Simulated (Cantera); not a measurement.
Charge: 1 mol Ta2O5, 2.2 mol CO, equilibrated at 0.00150 bar.

Equilibrium computed with Cantera from the NASA thermochemical tables; the gas is ideal and each condensed phase is pure. Candidate condensed phases: C, Ta, TaC, Ta2O5; 15 gas species. Mutual solubility and eutectic melting of coexisting phases are not modelled. TaC: taken at fixed stoichiometry. Condensed phases not in the tables: Ta2C. Kinetics and transport are ignored.

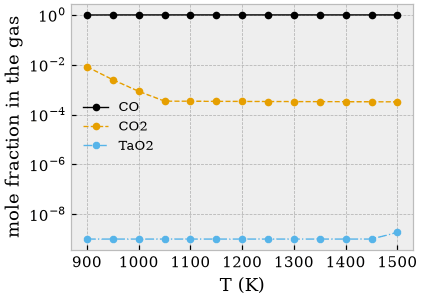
Equilibrium gas composition (values under 1e-9 drawn at 1e-9)

From 900 K to 1000 K the condensed part is C(graphite) + Ta2O5(s). From 1050 K to 1500 K the condensed part is TaC(s) + Ta2O5(s).
